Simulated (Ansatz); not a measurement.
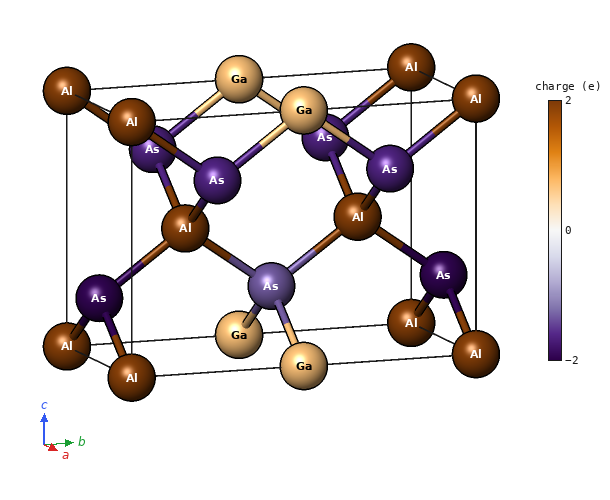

Ball-and-stick model, viewed slightly off an axis. The simulation cell is drawn as a box. The atoms of this Al3GaAs4 cell are coloured by their Bader charge.

Method used: DFT PBE, scalar-relativistic, plane waves, PAW (Ansatz). It ran with cutoff 420 eV, Brillouin-zone sampling on an 8×4×6 mesh, Gaussian smearing of 0.02 eV, no spin polarisation.

Question: Give the charges by element.

Answer: Most positive: Al; most negative: As. Charges: about Al +1.9 e; Ga +0.7 e; As -1.9 to -1.3 e. The transfer is large, as in an ionic solid.

The starting point was a structure type filled with these elements by a generator (whether the compound takes this form wasn't checked). Earlier steps of the study, as a rule a relaxation of our own, may have changed the cell and positions, so they can lie some per cent off the listed ones. It was the input of a calculation with Ansatz.
